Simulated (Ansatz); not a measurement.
# Si₃NH₇O: nudged elastic band (part 1 of 2)

Si₃NH₇O, SMILES N[SiH]1[SiH2]O[SiH2]1, computed with RKS B3LYP-D4/6-31G* (Ansatz 0.2.0).

It belongs to a series of runs on one base structure; here: band between the two ends. Figures and captions count atoms from 1; the log counts them from 0 in places.

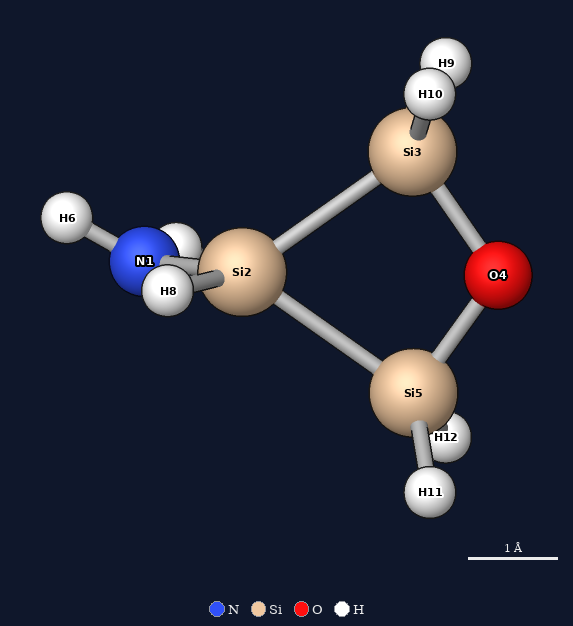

**Figure 1.** The input geometry (ball-and-stick view, seen at a tilt; atoms are numbered from 1 in the order of the input).

## Input
```yaml
crystal:
  periodic: [false, false, false]
  atoms:
    - { symbol: "N", position_ang: [-2.158342, 0.642462, 0.404875] }
    - { symbol: Si, position_ang: [-0.647611, -0.179869, 0.652022] }
    - { symbol: Si, position_ang: [1.534211, 0.749183, 0.426565] }
    - { symbol: O, position_ang: [1.84516, -0.366083, -0.815571] }
    - { symbol: Si, position_ang: [0.440578, -1.244036, -1.163105] }
    - { symbol: H, position_ang: [-2.663778, 0.990471, 1.211161] }
    - { symbol: H, position_ang: [-2.267717, 1.268678, -0.383864] }
    - { symbol: H, position_ang: [-0.824263, -1.005714, 1.880222] }
    - { symbol: H, position_ang: [1.648336, 2.15037, -0.075352] }
    - { symbol: H, position_ang: [2.529998, 0.584348, 1.52436] }
    - { symbol: H, position_ang: [0.707037, -2.708154, -1.095205] }
    - { symbol: H, position_ang: [-0.06671, -0.936755, -2.532009] }
basis:
  gaussian: { orbitals: "6-31G*" }
hamiltonian:
  xc: b3lyp
  dispersion: d4
neb:
  order_check: false
  images: 7
  f_tol: 0.05
  max_iterations: 56
  final_atoms:
    - { symbol: "N", position_ang: [-2.02304916, 0.88999026, 0.59627548] }
    - { symbol: Si, position_ang: [-0.62897255, -0.14447053, 0.67770821] }
    - { symbol: Si, position_ang: [1.54351291, 0.75449931, 0.38822762] }
    - { symbol: O, position_ang: [1.83477546, -0.38537729, -0.82868034] }
    - { symbol: Si, position_ang: [0.4192525, -1.26924943, -1.14178441] }
    - { symbol: H, position_ang: [-2.92906002, 0.50775985, 0.84225309] }
    - { symbol: H, position_ang: [-2.10998455, 1.55917071, -0.15949259] }
    - { symbol: H, position_ang: [-0.82146784, -1.00282151, 1.88089993] }
    - { symbol: H, position_ang: [1.64025863, 2.14724506, -0.13757173] }
    - { symbol: H, position_ang: [2.54002144, 0.61456261, 1.48667162] }
    - { symbol: H, position_ang: [0.69752983, -2.73148754, -1.05094056] }
    - { symbol: H, position_ang: [-0.08591766, -0.99492048, -2.51946734] }
  initial_path:
    images:
      - { positions_ang: [[-2.158342, 0.642462, 0.404875], [-0.647611, -0.179869, 0.652022], [1.534211, 0.749183, 0.426565], [1.84516, -0.366083, -0.815571], [0.440578, -1.244036, -1.163105], [-2.663778, 0.990471, 1.211161], [-2.267717, 1.268678, -0.383864], [-0.824263, -1.005714, 1.880222], [1.648336, 2.15037, -0.075352], [2.529998, 0.584348, 1.52436], [0.707037, -2.708154, -1.095205], [-0.06671, -0.936755, -2.532009]] }
      - { positions_ang: [[-2.10651042, 0.68455231, 0.3868937], [-0.65823701, -0.17980661, 0.65191511], [1.50293044, 0.72101416, 0.40727713], [1.75534672, -0.22008491, -0.92571822], [0.44199254, -1.22066348, -1.14787699], [-2.63255525, 1.03084528, 1.19427237], [-2.22940856, 1.21669629, -0.45657012], [-0.83851468, -0.99178665, 1.88116779], [1.61737862, 2.14388568, 0.08481025], [2.52371412, 0.4133836, 1.42509574], [0.84064934, -2.61579573, -0.99658248], [-0.13988686, -1.03733894, -2.47058529]] }
      - { positions_ang: [[-2.05467884, 0.72664262, 0.3689124], [-0.66886302, -0.17974422, 0.65180822], [1.47164988, 0.69284533, 0.38798927], [1.66553344, -0.07408682, -1.03586545], [0.44340708, -1.19729096, -1.13264898], [-2.60133249, 1.07121957, 1.17738374], [-2.19110012, 1.16471457, -0.52927625], [-0.85276636, -0.9778593, 1.88211358], [1.58642123, 2.13740136, 0.2449725], [2.51743024, 0.24241919, 1.32583149], [0.97426168, -2.52343746, -0.89795996], [-0.21306371, -1.13792289, -2.40916158]] }
      - { positions_ang: [[-2.00284726, 0.76873294, 0.3509311], [-0.67948903, -0.17968183, 0.65170133], [1.44036932, 0.66467649, 0.3687014], [1.57572016, 0.07191127, -1.14601267], [0.44482162, -1.17391844, -1.11742096], [-2.57010974, 1.11159385, 1.16049512], [-2.15279167, 1.11273286, -0.60198237], [-0.86701804, -0.96393195, 1.88305937], [1.55546385, 2.13091704, 0.40513475], [2.51114636, 0.07145479, 1.22656723], [1.10787401, -2.43107919, -0.79933743], [-0.28624057, -1.23850683, -2.34773787]] }
      - { positions_ang: [[-1.95101568, 0.81082325, 0.3329498], [-0.69011504, -0.17961944, 0.65159444], [1.40908876, 0.63650766, 0.34941353], [1.48590689, 0.21790936, -1.25615989], [0.44623615, -1.15054592, -1.10219295], [-2.53888699, 1.15196814, 1.14360649], [-2.11448323, 1.06075114, -0.6746885], [-0.88126972, -0.9500046, 1.88400517], [1.52450647, 2.12443272, 0.56529701], [2.50486247, -0.09950962, 1.12730298], [1.24148635, -2.33872092, -0.70071491], [-0.35941742, -1.33909077, -2.28631416]] }
      - { positions_ang: [[-1.96902405, 0.830615, 0.39878122], [-0.67482942, -0.17083221, 0.65812288], [1.4426948, 0.66600557, 0.35911705], [1.57312403, 0.0670877, -1.14929], [0.43949024, -1.1802218, -1.11209081], [-2.63643025, 0.99091607, 1.06826814], [-2.11335856, 1.18535603, -0.54588952], [-0.86631925, -0.96320883, 1.88322886], [1.55344451, 2.13013581, 0.38957982], [2.51365222, 0.07900844, 1.21714514], [1.10549722, -2.43691257, -0.78827132], [-0.29104248, -1.2530482, -2.34460246]] }
      - { positions_ang: [[-1.98703242, 0.85040675, 0.46461264], [-0.6595438, -0.16204498, 0.66465132], [1.47630084, 0.69550348, 0.36882057], [1.66034117, -0.08373397, -1.04242011], [0.43274433, -1.20989768, -1.12198868], [-2.73397351, 0.82986399, 0.99292979], [-2.11223389, 1.30996092, -0.41709054], [-0.85136878, -0.97641306, 1.88245255], [1.58238255, 2.13583889, 0.21386264], [2.52244196, 0.2575265, 1.3069873], [0.96950809, -2.53510423, -0.87582774], [-0.22266754, -1.16700563, -2.40289075]] }
      - { positions_ang: [[-2.00504079, 0.87019851, 0.53044406], [-0.64425817, -0.15325776, 0.67117977], [1.50990687, 0.72500139, 0.3785241], [1.74755832, -0.23455563, -0.93555023], [0.42599841, -1.23957356, -1.13188654], [-2.83151676, 0.66881192, 0.91759144], [-2.11110922, 1.43456582, -0.28829156], [-0.83641831, -0.98961729, 1.88167624], [1.61132059, 2.14154198, 0.03814546], [2.5312317, 0.43604456, 1.39682946], [0.83351896, -2.63329589, -0.96338415], [-0.1542926, -1.08096306, -2.46117904]] }
      - { positions_ang: [[-2.02304916, 0.88999026, 0.59627548], [-0.62897255, -0.14447053, 0.67770821], [1.54351291, 0.75449931, 0.38822762], [1.83477546, -0.38537729, -0.82868034], [0.4192525, -1.26924943, -1.14178441], [-2.92906002, 0.50775985, 0.84225309], [-2.10998455, 1.55917071, -0.15949259], [-0.82146784, -1.00282151, 1.88089993], [1.64025863, 2.14724506, -0.13757173], [2.54002144, 0.61456261, 1.48667162], [0.69752983, -2.73148754, -1.05094056], [-0.08591766, -0.99492048, -2.51946734]] }
```

Launched with:
```bash
ansatz run input.yaml --threads 2 --pin off --max-ram 3072MiB --backend cpu --events-out ev --progress --plain --runs-dir out
```

## Output
```
Engine: ansatz 0.2.0, aarch64-unknown-linux-gnu
Functional definition: B3LYP
  parameter a0 = 0.2
  parameter ax = 0.72
  parameter ac = 0.81
  exchange = (1 - a0 - ax)*slater_x + ax*b88_x + a0*exact_x
  correlation = (1 - ac)*vwn_rpa_c + ac*lyp_c
1057 factors; integrals over basis functions are off by at most 6.9e-4 eV
mean field evaluation 1: about -27276.2934 eV, gradient 7.2e1 eV
mean field evaluation 2: about -27248.7572 eV, gradient 1.3e2 eV
mean field evaluation 4: about -27285.7158 eV, gradient 1.0e1 eV
mean field evaluation 8: about -27285.9311 eV, gradient 4.0e-1 eV
mean field evaluation 16: about -27285.9317 eV, gradient 3.8e-5 eV
mean field -27285.93165530 eV, -1002.7394932637 hartree, gradient 3.8e-5 eV, S^2 0.000000; 0 other end points of the search recorded, 0 dependent functions left out
the calculation of the forces begins
reference -27285.93194475 eV, -1002.7395039005 hartree; 32, 32 occupied and 69, 69 virtual orbitals, 1057 factors
1057 factors; integrals over basis functions are off by at most 6.9e-4 eV
mean field evaluation 32: about -27285.9317 eV, gradient 3.8e-5 eV
mean field -27285.93173347 eV, -1002.7394961361 hartree, gradient 3.9e-5 eV, S^2 0.000000; 0 other end points of the search recorded, 0 dependent functions left out
[... from here on the field's lines of each further geometry are left out, up to the last ...]
NEB iter   1: max|band force component| = 4.845e0 eV/Å  barrier→ = 1.0203 eV  barrier← = 1.0203 eV  Δτ_max = 0.1994 Å  (241 SCF iters)
NEB iter   2: max|band force component| = 1.181e0 eV/Å  barrier→ = 0.3174 eV  barrier← = 0.3174 eV  Δτ_max = 0.2000 Å  (198 SCF iters)
NEB iter   3: max|band force component| = 6.933e-1 eV/Å  barrier→ = 0.1222 eV  barrier← = 0.1222 eV  Δτ_max = 0.1991 Å  (200 SCF iters)
NEB iter   4: max|band force component| = 8.018e-1 eV/Å  barrier→ = 0.0769 eV  barrier← = 0.0769 eV  Δτ_max = 0.0998 Å  (198 SCF iters)
NEB iter   5: max|band force component| = 2.936e-1 eV/Å  barrier→ = 0.0428 eV  barrier← = 0.0428 eV  CI = image 4  Δτ_max = 0.1643 Å  (202 SCF iters)
NEB iter   6: max|band force component| = 2.630e-1 eV/Å  barrier→ = 0.0201 eV  barrier← = 0.0201 eV  CI = image 6  Δτ_max = 0.1991 Å  (198 SCF iters)
NEB iter   7: max|band force component| = 3.345e-1 eV/Å  barrier→ = 0.0153 eV  barrier← = 0.0153 eV  CI = image 6  Δτ_max = 0.0950 Å  (197 SCF iters)
NEB iter   8: max|band force component| = 3.771e-1 eV/Å  barrier→ = 0.0157 eV  barrier← = 0.0157 eV  CI = image 5  Δτ_max = 0.0993 Å  (199 SCF iters)
NEB iter   9: max|band force component| = 1.455e-1 eV/Å  barrier→ = 0.0172 eV  barrier← = 0.0172 eV  CI = image 5  Δτ_max = 0.1982 Å  (198 SCF iters)
NEB iter  10: max|band force component| = 4.485e-1 eV/Å  barrier→ = 0.0272 eV  barrier← = 0.0272 eV  CI = image 7  Δτ_max = 0.1001 Å  (194 SCF iters)
NEB iter  11: max|band force component| = 1.834e-1 eV/Å  barrier→ = 0.0174 eV  barrier← = 0.0174 eV  CI = image 5  Δτ_max = 0.0795 Å  (197 SCF iters)
NEB iter  12: max|band force component| = 1.514e-1 eV/Å  barrier→ = 0.0124 eV  barrier← = 0.0124 eV  CI = image 5  Δτ_max = 0.0502 Å  (198 SCF iters)
NEB iter  13: max|band force component| = 6.846e-2 eV/Å  barrier→ = 0.0121 eV  barrier← = 0.0121 eV  CI = image 5  Δτ_max = 0.0137 Å  (198 SCF iters)
NEB iter  14: max|band force component| = 6.032e-2 eV/Å  barrier→ = 0.0120 eV  barrier← = 0.0120 eV  CI = image 5  Δτ_max = 0.0165 Å  (177 SCF iters)
the calculation of the forces begins
reference -27285.93138276 eV, -1002.7394832479 hartree; 32, 32 occupied and 69, 69 virtual orbitals, 1057 factors
1057 factors; integrals over basis functions are off by at most 6.9e-4 eV
mean field -27285.92081917 eV, -1002.7390950431 hartree, gradient 2.4e-5 eV, S^2 0.000000; 1 other end points of the search recorded, 0 dependent functions left out
the calculation of the forces begins
reference -27285.92110895 eV, -1002.7391056924 hartree; 32, 32 occupied and 69, 69 virtual orbitals, 1057 factors
NEB iter  15: max|band force component| = 2.902e-2 eV/Å  barrier→ = 0.0120 eV  barrier← = 0.0120 eV  CI = image 5  Δτ_max = 0.0000 Å  (367 SCF iters)
```
